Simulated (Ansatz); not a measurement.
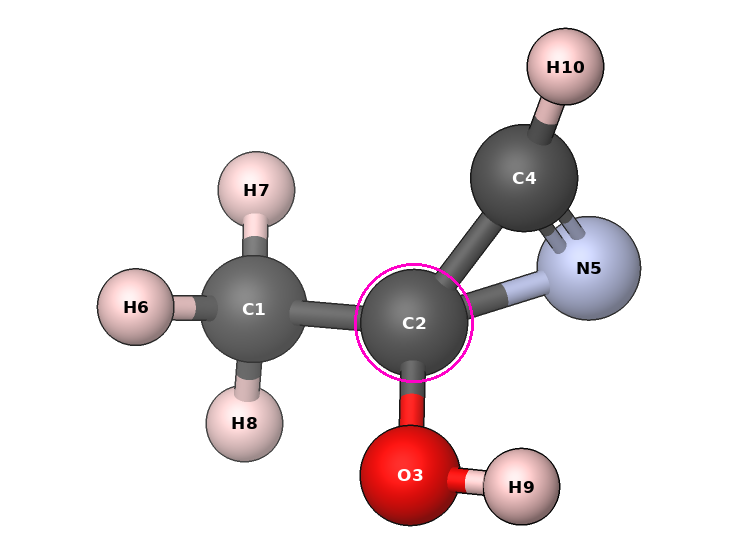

Atoms fade into the background with distance from the viewer. Circles mark the stereogenic atoms. Computed geometry: PBE-D4/def2-SVP optimisation. No frequency run is at hand to confirm it as a minimum.

Question: What are the Cahn–Ingold–Prelog descriptors?

Answer: C2: S (priorities O3 > N5 > C4 > C1).

Question: Give a SMILES with the stereochemistry.

Answer: C[C@]1(O)C=N1
